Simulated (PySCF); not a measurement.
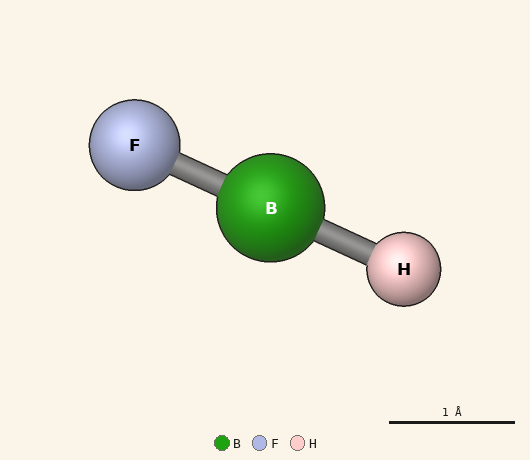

Distant atoms are faded towards the background colour. Charge +1, singlet. The geometry was computed by an optimisation with GFN2-xTB. No frequency run is at hand to confirm it as a minimum. Masses are those of the most abundant isotopes; constants are for the rigid equilibrium geometry.

> What kind of rotor is it, and what are its rotational constants in cm⁻¹?

A linear rotor (C∞v) with B = 1.24 cm⁻¹.
